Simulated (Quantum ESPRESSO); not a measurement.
Two runs for the In K edge of atom 1 in In (I4/mmm). Run A: Quantum ESPRESSO XSpectra, LDA, excited-electron core hole (neutral cell), 6-atom cell with 5.7 Å between holes, 5×5×5 k points, dipole transitions, Lorentzian half width 0.4 eV. Run B differs in one choice.

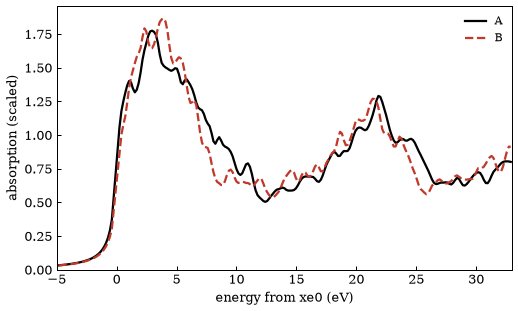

Energy from the energy zero of the input (xe0, at the border of filled and empty states); intensity scaled to a mean of 1 over the first 20 eV.

Q: What was changed?
a) the size of the supercell
b) the radius of the reconstruction
c) the plane-wave cutoff
d) the broadening

(a): run B changes the supercell atoms from 6 to 1, and the k mesh follows the cell. The scaled spectrum changes by 13 % r.m.s. Another feature, at 3.9 eV (1.87), becomes the highest below 24 eV; the one at 3.0 eV (1.78) is now at 2.3 eV (1.79). Other settings could leave a like mark; this is the one that was changed.

[Hosts, paths, dates, database ids (printed as entryN), source tags and the programs' standing remarks are cut or masked in the printed files.]

[Lists of maxima count a maximum above −3 eV only where it reaches 4 % of the highest in the window and stands out from its surroundings by 2 % of it (1.5 % where it reaches 55 %); shoulders and weaker maxima are passed over, and of the rest the first, up to two pre-edge ones and the few strongest are named.]
